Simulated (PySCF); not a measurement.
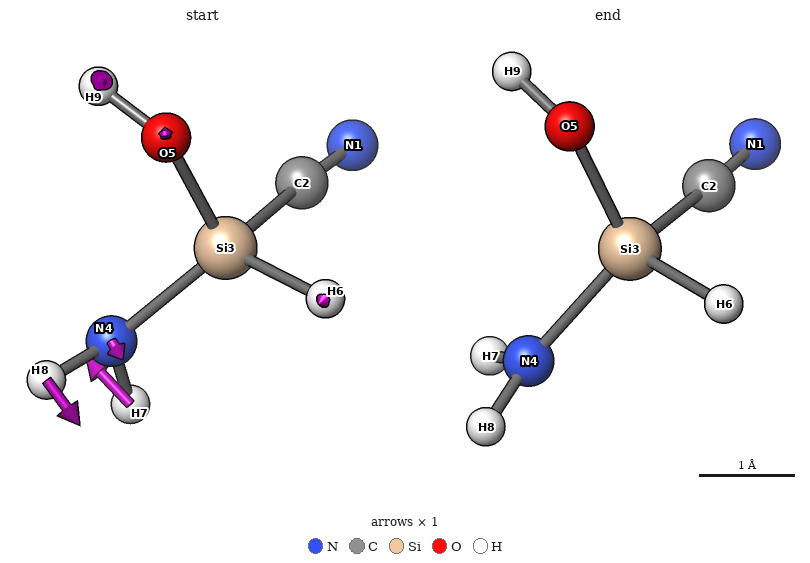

The structure of CH4N2OSi before (left) and after (right) a relaxation, at one scale. The purple arrows give the displacements, at their true length.

A ball-and-stick model, seen from a free direction.

The start comes from GFN2-xTB. Its atoms were then displaced at random by about 0.01 Å.

Method: PySCF, PBE0-D3(BJ)/def2-SVP geometry optimisation, gas phase. 

Summarise the run.

Over 22 geometry steps the energy falls by 3.39 kcal/mol. The atom that moves furthest after the best rigid fit is H7 (0.71 Å). By element the largest moves are H 0.71 Å, N 0.26 Å, O 0.13 Å, C 0.08 Å, Si 0.05 Å. Near-neighbour distances that change, for instance: Si3–O5 1.609 → 1.655 Å, O5–H9 0.932 → 0.962 Å, Si3–N4 1.686 → 1.705 Å, C2–Si3 1.885 → 1.869 Å. Bond angles that change, for instance: N4–Si3–H6 122.1° → 111.9°, N4–Si3–O5 111.5° → 118.6°, Si3–O5–H9 123.8° → 118.0°.
